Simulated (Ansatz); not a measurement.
GeH4O2 (SMILES O[O][GeH3])

```
atom    x (Å)    y (Å)    z (Å)
  Ge  -0.5632  -0.0760  -0.3727
   O   1.1806  -0.1546   1.5621
   O  -0.2667  -0.1920   1.4203
   H   1.3264  -0.9849   2.0440
   H   0.0757   1.2192  -0.9018
   H   0.0396  -1.3206  -1.0534
   H  -2.0998  -0.0510  -0.4568
```

Geometry: B3LYP-D3(BJ)/def2-SVP.

These are results of Ansatz 0.2.0, isolated molecule in a Gaussian basis; Kohn-Sham density functional theory, functional PBE0, not measurements.

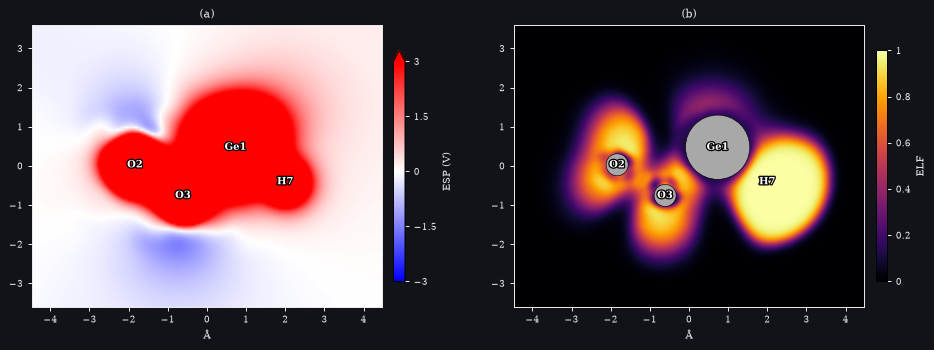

Figure 1. (a) electrostatic potential; (b) electron localisation function on the plane of atoms Ge1, O3 and O2. Grey discs cover the atomic cores in the ELF map.

> What does the map show?

The section cuts through Ge, O and H sites. O–O (1.45 Å): the ELF peaks at about 0.75 between the atoms. Ge–O (1.82 Å): the ELF peaks at about 0.85 in the valence shell of O, 0.6 Å from its nucleus, and is about 0.40 at the midpoint. Ge–H (1.54 Å): the ELF climbs to about 1 towards the hydrogen. The ELF also peaks beside O3 and O2, away from the bonds: lone-pair regions. Outside the dense part of the molecule the potential is most negative (−1.5 V) near O3.

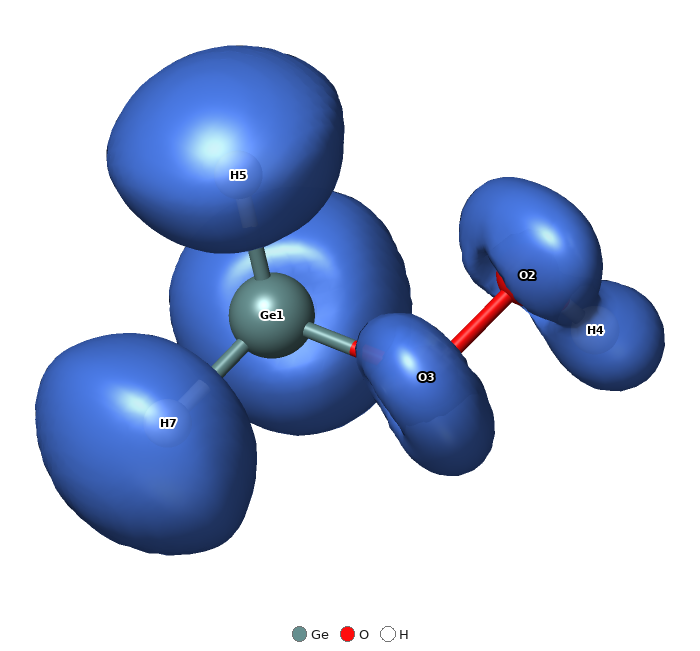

Figure 2. Isosurface of the electron localisation function at 0.8 (blue), seen at a tilt. Only the valence region is drawn (cores and ρ < 0.01 e/Å³ removed).

> Where are the electrons localised?

The ELF exceeds this value in three regions around hydrogen nuclei, one region wrapped around O (its valence shell) and one joined region spread over several atoms (H, O), in which their bonds and any lone pairs are merged.

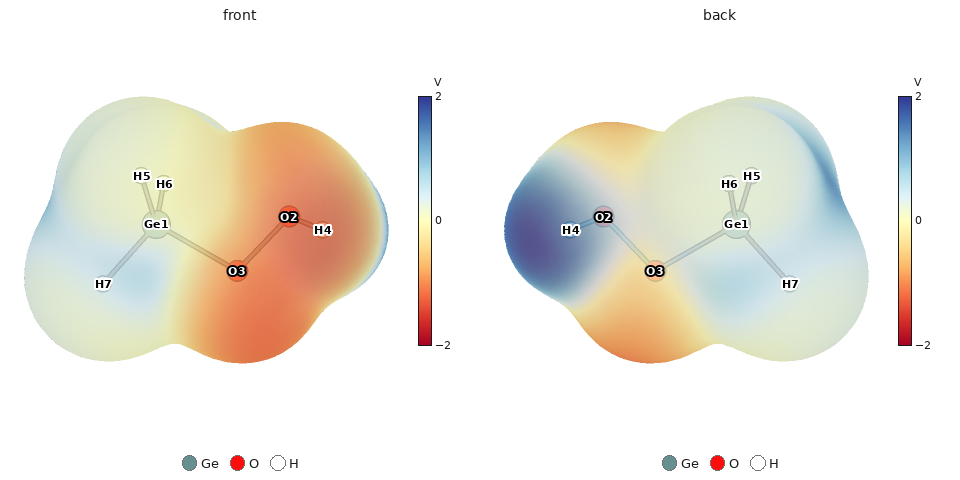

Figure 3. The electrostatic potential painted on the density surface at 0.001 e/bohr³, seen from the front and from behind; red is negative and blue positive.

> Describe the electrostatic potential map.

The most negative region (about −1.2 V) lies over O2 and O3, the most positive (about +1.9 V) over H4.

> What dipole moment does the calculation give?

Its dipole moment is 1.59 D.
